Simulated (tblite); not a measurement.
**Geometry relaxation, with input and output: Si4NH9S2 (part 2 of 2)**

Si4NH9S2; GFN2-xTB geometry optimisation, gas phase (tblite 0.8.0). It belongs to a series of runs on one base structure; here: H on Si replaced by SH.

Geometry of the input (Å):
```
N  -2.1727  -1.9287  1.2760
Si -1.8463  -0.7136  0.0128
S  -0.1876  -1.1646  -1.2764
Si 1.0597  -0.5347  0.3527
Si 2.9025  0.5452  -0.1858
Si -0.5659  0.9436  0.8145
S  -0.3585  2.6313  -0.4787
H  -1.4842  -2.6879  1.3393
H  -3.1644  -2.2256  1.3327
H  -3.0331  -0.1597  -0.5938
H  1.1836  -1.5733  1.3877
H  3.8102  -0.2426  -1.0269
H  2.5138  1.8267  -0.8095
H  3.6530  0.8835  1.0394
H  -0.7412  1.2481  2.2351
H  -1.5766  3.1614  -0.8955
```

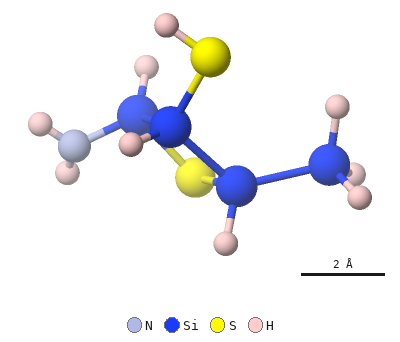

**Figure 1.** The geometry at step 123 of the log (ball-and-stick view, seen at a tilt).

### Trajectory as extended XYZ, continued
```
16
Properties=species:S:1:pos:R:3:forces:R:3 step=86 energy=-570.64191
N    -2.5061   -1.8033    1.0038   -0.0020  -0.0540   0.0030
Si   -1.7285   -0.7558   -0.1119   -0.0340  -0.0090  -0.0420
S     0.1930   -1.6885   -0.5166    0.0070   0.0060   0.0030
Si    1.3205   -0.2078    0.6776    0.0230  -0.0090   0.0020
Si    3.1820    0.5175   -0.5074    0.0010  -0.0040  -0.0170
Si   -0.7055    0.9193    1.1274   -0.0070   0.0200   0.0420
S    -0.7963    2.8841    0.1881    0.0220   0.0310  -0.0020
H    -2.4310   -2.7971    0.8501   -0.0170   0.0190   0.0220
H    -3.4136   -1.5732    1.3725   -0.0120  -0.0070  -0.0140
H    -2.3822   -0.5724   -1.4117    0.0130  -0.0170   0.0160
H     1.6585   -0.9771    1.8856    0.0130   0.0110   0.0100
H     3.7335   -0.5028   -1.4002   -0.0070   0.0150  -0.0080
H     2.8552    1.7021   -1.3051    0.0120  -0.0190   0.0150
H     4.2335    0.8861    0.4463   -0.0320   0.0120  -0.0020
H    -1.1863    1.1949    2.4928    0.0130  -0.0130  -0.0350
H    -2.0344    2.7830   -0.2677    0.0080   0.0190   0.0060
16
Properties=species:S:1:pos:R:3:forces:R:3 step=98 energy=-570.64970
N    -2.5991   -1.8106    0.9727   -0.0190  -0.0080  -0.0060
Si   -1.7020   -0.7982   -0.0875   -0.0030   0.0010  -0.0180
S     0.2211   -1.7770   -0.3641    0.0000   0.0080   0.0190
Si    1.3518   -0.2100    0.7181   -0.0160  -0.0510   0.0040
Si    3.1535    0.5291   -0.5453    0.0140   0.0160  -0.0020
Si   -0.6853    0.9033    1.1337    0.0150  -0.0010   0.0090
S    -0.7143    2.8638    0.1779    0.0030  -0.0130   0.0070
H    -2.5164   -2.8085    0.8521    0.0070   0.0210   0.0240
H    -3.5485   -1.5688    1.2073    0.0320  -0.0100   0.0040
H    -2.2860   -0.6159   -1.4195    0.0300  -0.0010  -0.0140
H     1.7725   -0.9022    1.9479   -0.0260   0.0030  -0.0180
H     3.7167   -0.4749   -1.4494   -0.0100   0.0110   0.0160
H     2.7819    1.7004   -1.3400   -0.0090  -0.0010  -0.0110
H     4.2019    0.9454    0.3915    0.0070  -0.0050  -0.0150
H    -1.1643    1.1935    2.4939   -0.0160   0.0010  -0.0040
H    -1.9912    2.8396   -0.1658   -0.0090   0.0300   0.0040
16
Properties=species:S:1:pos:R:3:forces:R:3 step=111 energy=-570.65516
N    -2.6265   -1.8008    0.9591    0.0660   0.0170  -0.0520
Si   -1.6930   -0.8178   -0.1007   -0.0030  -0.0550   0.0430
S     0.2237   -1.8403   -0.2805    0.0010   0.0170  -0.0220
Si    1.3527   -0.2324    0.7246   -0.0040   0.0050   0.0160
Si    3.1269    0.5439   -0.5612   -0.0200   0.0080   0.0020
Si   -0.6806    0.8920    1.1195   -0.0240  -0.0060  -0.0150
S    -0.6528    2.8636    0.1868   -0.0290   0.0000  -0.0210
H    -2.5092   -2.8017    0.9150    0.0220   0.0380  -0.0130
H    -3.5893   -1.5746    1.1411   -0.0360   0.0260   0.0080
H    -2.2042   -0.6704   -1.4663   -0.0090  -0.0090   0.0080
H     1.7843   -0.8913    1.9653    0.0120   0.0020   0.0170
H     3.6948   -0.4604   -1.4579    0.0070  -0.0250  -0.0260
H     2.7383    1.7031   -1.3672   -0.0220  -0.0220   0.0160
H     4.1828    0.9767    0.3570    0.0100   0.0090   0.0130
H    -1.2065    1.1775    2.4640   -0.0020   0.0000  -0.0070
H    -1.9489    2.9419   -0.0749    0.0320  -0.0030   0.0320
16
Properties=species:S:1:pos:R:3:forces:R:3 step=123 energy=-570.66266
N    -2.6362   -1.7635    0.9206    0.0360  -0.0480  -0.0220
Si   -1.6389   -0.8533   -0.1422    0.0130  -0.0010  -0.0080
S     0.2737   -1.8993   -0.1722   -0.0090   0.0070   0.0120
Si    1.3671   -0.2448    0.7955   -0.0240  -0.0100  -0.0040
Si    3.0747    0.5269   -0.5732    0.0280   0.0220  -0.0340
Si   -0.6850    0.8764    1.0903    0.0310   0.0150  -0.0090
S    -0.6036    2.8494    0.1687   -0.0080   0.0050  -0.0140
H    -2.5126   -2.7644    0.9400   -0.0300   0.0270   0.0020
H    -3.6086   -1.5276    1.0263   -0.0120  -0.0100   0.0050
H    -2.0744   -0.7681   -1.5392   -0.0040  -0.0060   0.0200
H     1.8317   -0.8429    2.0538   -0.0160  -0.0100   0.0080
H     3.6329   -0.4709   -1.4861   -0.0070  -0.0120   0.0140
H     2.5820    1.6428   -1.3824    0.0100   0.0090  -0.0010
H     4.1626    1.0244    0.2727   -0.0030   0.0030  -0.0010
H    -1.2634    1.1639    2.4114   -0.0150   0.0090   0.0130
H    -1.9097    3.0600    0.1393    0.0100   0.0000   0.0180
16
Properties=species:S:1:pos:R:3:forces:R:3 step=135 energy=-570.66464
N    -2.6474   -1.7668    0.9026    0.0050   0.0080  -0.0050
Si   -1.6192   -0.8699   -0.1422    0.0020  -0.0050  -0.0020
S     0.2909   -1.9233   -0.1205   -0.0220   0.0030  -0.0040
Si    1.3764   -0.2464    0.8093    0.0060   0.0070   0.0010
Si    3.0626    0.5317   -0.5878    0.0100  -0.0050   0.0140
Si   -0.6747    0.8772    1.0784   -0.0250  -0.0050   0.0130
S    -0.5894    2.8489    0.1549    0.0030  -0.0050  -0.0130
H    -2.5386   -2.7679    0.9360    0.0000  -0.0130  -0.0050
H    -3.6197   -1.5186    0.9821   -0.0010  -0.0070   0.0090
H    -2.0311   -0.8089   -1.5469    0.0060   0.0020   0.0000
H     1.8330   -0.8225    2.0808    0.0050   0.0060  -0.0030
H     3.6113   -0.4841   -1.4858   -0.0010   0.0010  -0.0040
H     2.5540    1.6378   -1.4005    0.0060  -0.0060  -0.0070
H     4.1564    1.0457    0.2400    0.0010   0.0020   0.0020
H    -1.2884    1.1713    2.3839    0.0100   0.0050  -0.0060
H    -1.8838    3.1047    0.2392   -0.0060   0.0100   0.0100
16
Properties=species:S:1:pos:R:3:forces:R:3 step=148 energy=-570.66711
N    -2.6218   -1.7984    0.9096   -0.0130  -0.0010   0.0010
Si   -1.6357   -0.8788   -0.1553   -0.0010   0.0090   0.0090
S     0.2902   -1.9002   -0.1616   -0.0060  -0.0100  -0.0090
Si    1.3581   -0.2260    0.7954    0.0050  -0.0010   0.0030
Si    3.0771    0.5242   -0.5757   -0.0120  -0.0030  -0.0220
Si   -0.7020    0.8847    1.0508    0.0030   0.0240  -0.0070
S    -0.6133    2.8453    0.0984   -0.0060  -0.0230   0.0080
H    -2.5227   -2.8014    0.8966   -0.0080  -0.0010   0.0130
H    -3.5853   -1.5443    1.0548    0.0150  -0.0090  -0.0070
H    -2.0703   -0.8259   -1.5529    0.0020   0.0060  -0.0050
H     1.7931   -0.8074    2.0731    0.0040   0.0090  -0.0080
H     3.6183   -0.5155   -1.4504    0.0100  -0.0010  -0.0060
H     2.6054    1.6262   -1.4165   -0.0060  -0.0090   0.0020
H     4.1671    1.0359    0.2556    0.0200   0.0050   0.0280
H    -1.2985    1.2061    2.3570   -0.0030   0.0010  -0.0050
H    -1.8671    3.1843    0.3447   -0.0050   0.0040   0.0050
16
Properties=species:S:1:pos:R:3:forces:R:3 step=160 energy=-570.66795
N    -2.6227   -1.8111    0.9164    0.0050   0.0030   0.0000
Si   -1.6496   -0.8817   -0.1524   -0.0030   0.0010  -0.0020
S     0.2791   -1.8991   -0.1786   -0.0010  -0.0020  -0.0030
Si    1.3514   -0.2276    0.7779    0.0040  -0.0010   0.0020
Si    3.0854    0.5218   -0.5745   -0.0030  -0.0060   0.0010
Si   -0.7068    0.8888    1.0370    0.0010  -0.0010   0.0010
S    -0.6181    2.8392    0.0664   -0.0020  -0.0020   0.0000
H    -2.5048   -2.8121    0.9176    0.0020   0.0000   0.0020
H    -3.5904   -1.5739    1.0584   -0.0050   0.0050  -0.0040
H    -2.0948   -0.8226   -1.5468    0.0000  -0.0030   0.0010
H     1.7864   -0.8063    2.0567   -0.0040   0.0010   0.0000
H     3.6484   -0.5102   -1.4447    0.0060  -0.0040   0.0000
H     2.6164    1.6205   -1.4197    0.0030   0.0070  -0.0030
H     4.1588    1.0339    0.2811   -0.0010   0.0030   0.0000
H    -1.3051    1.2278    2.3376    0.0050  -0.0020   0.0010
H    -1.8409    3.2214    0.3911   -0.0070   0.0010   0.0030
```

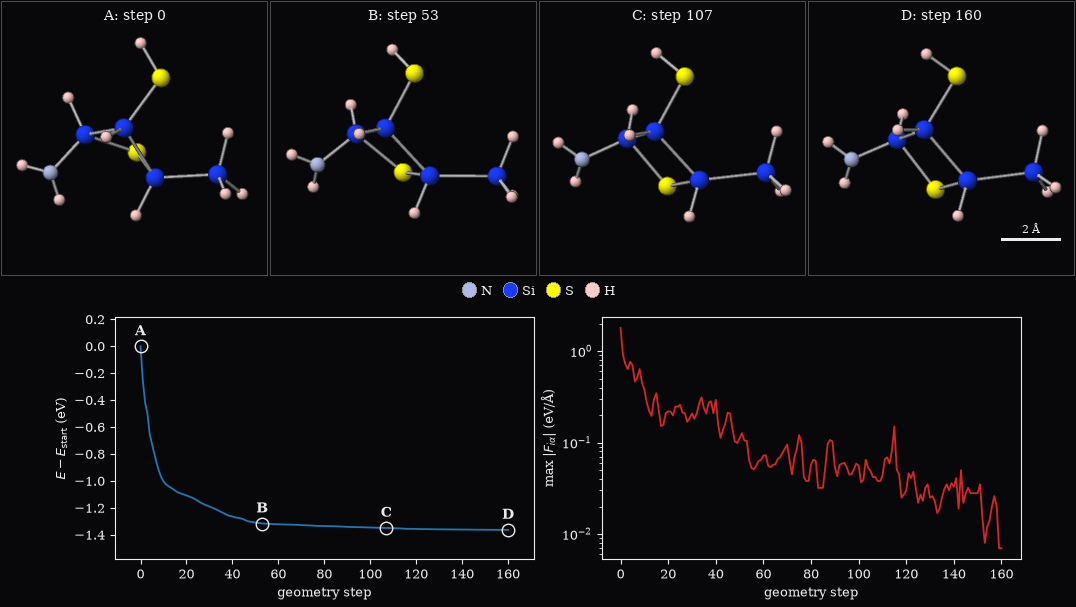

**Figure 2.** Frames of the relaxation (ball-and-stick view, seen at a tilt) above the curves, on which the letters mark them (steps are counted from 0).

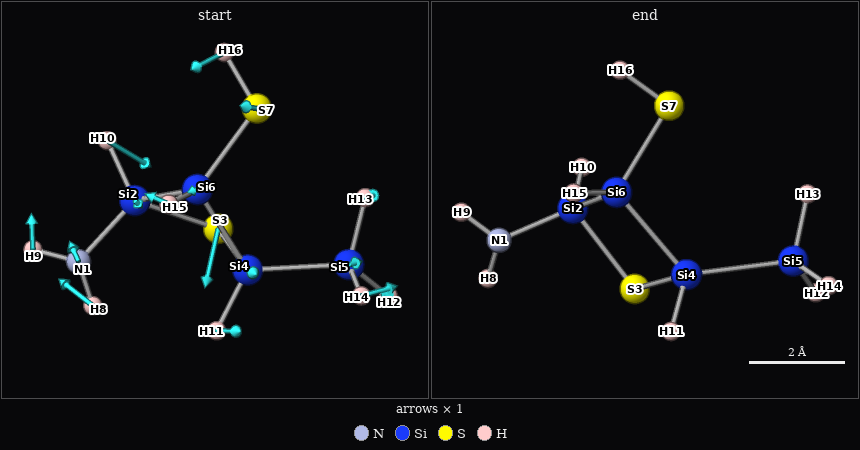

**Figure 3.** Before (left) and after (right) the relaxation, at one scale (ball-and-stick view, seen at a tilt). The teal arrows give the displacements, at true length. After 160 geometry steps the energy has fallen by 1.363 eV. The largest force component goes from 1.8 to 0.007 eV/Å. H10 moves most after the best rigid fit: 1.50 Å. Largest moves by element: H 1.50 Å, S 1.42 Å, Si 0.61 Å, N 0.57 Å. Among the contacts that change: Si4–Si5 2.203 → 2.323 Å, Si4–Si6 2.245 → 2.356 Å, Si2–Si6 2.242 → 2.332 Å, S7–H16 1.392 → 1.322 Å. Among the angles that change: Si6–S7–H16 113.4° → 96.4°, Si6–Si2–H10 109.6° → 125.3°, Si5–Si4–Si6 109.5° → 124.3°. (Atoms are counted from 1 in the order of the input.)

### Key numbers

| quantity | value |
| --- | --- |
| outcome | converged |
| total energy | −570.6679 eV |
| hardware | 1 CPU thread, shared host |
| wall time | 3.6 s |
| peak memory | 0.18 GiB |
